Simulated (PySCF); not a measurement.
**GeH (charge +1): density, localisation and related maps**

```xyz
2

Ge    0.0000    0.0000   -0.0214
H     0.0000    0.0000    1.5676
```

These are results of PBE0/pcseg-2, non-relativistic, at a bond length of 1.589 Å in PySCF, not measurements.

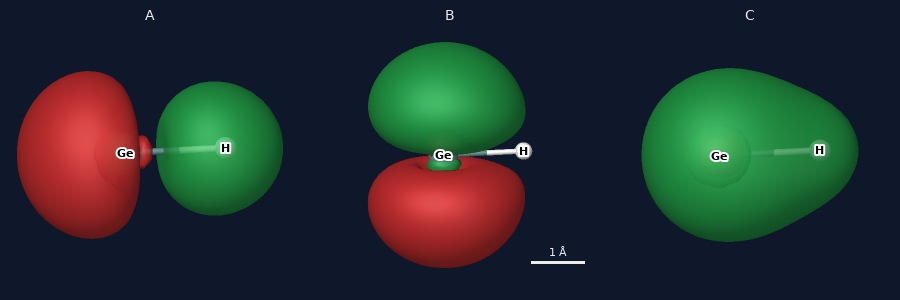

Figure 1. Three frontier orbitals, each drawn at the value that holds 80 % of its norm (green and red are the two phases), in no order; of a degenerate pair one member is drawn.

Name the orbitals and rank them from lowest to highest energy.

Orbital C: σ, occupied, −21.59 eV; mainly on Ge (80 %).
Orbital A: σ, occupied, −15.06 eV; mainly on Ge (70 %).
Orbital B: π, empty, −10.23 eV; almost wholly on Ge.

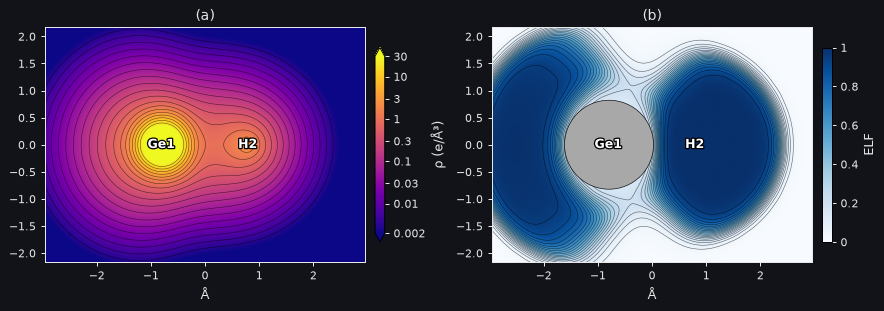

Figure 2. (a) total electron density; (b) electron localisation function on a plane that holds the molecular axis. Grey discs cover the atomic cores in the ELF map.

What do the fields say about this system?

The section cuts through Ge and H sites. Ge–H (1.59 Å): the density is about 1 e/Å³ at the midpoint; the ELF climbs to about 1 towards the hydrogen.

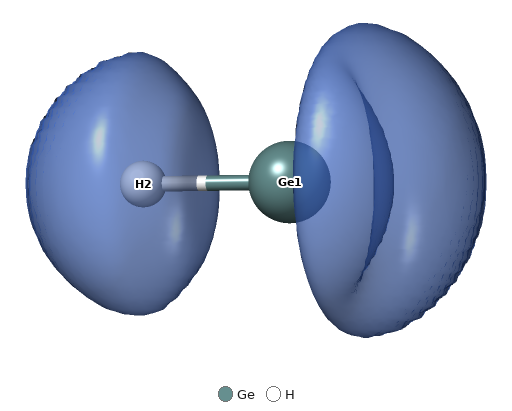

Figure 3. Isosurface of the ELF at 0.8 (blue), seen from one side. Only the valence region is drawn (cores and ρ < 0.01 e/Å³ removed).

Identify the bonds, lone pairs and shells in this picture.

At this value the surface marks out one region around a hydrogen nucleus and one lobe on Ge, pointing away from the bonds (lone pairs).
